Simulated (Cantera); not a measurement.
A closed system holds: 1 mol TiCl4, 0.22 mol C3H8, 4.5 mol H2, held at 0.310 bar.

Method: chemical equilibrium by Gibbs-energy minimisation in Cantera with the NASA 1993 tables (ideal gas, pure condensed phases). Candidate condensed phases: C, C6H6, C7H8, C8H18, Ti, TiC, TiCl2, TiCl3, TiCl4; 96 gas species. The tables' values for TiCl2 are old estimates; treat these amounts as uncertain. TiC: taken at fixed stoichiometry. The numbers say what is thermodynamically allowed, not how fast it happens.

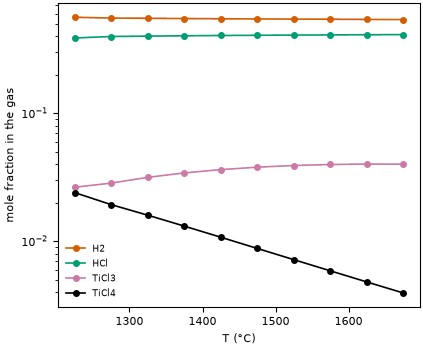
Figure: Equilibrium gas composition (values under 1e-9 drawn at 1e-9)

At 1225 °C the condensed part is C(graphite) + TiC(s). From 1275 °C to 1675 °C the condensed part is TiC(s). The main Ti-bearing gas is TiCl3 throughout.
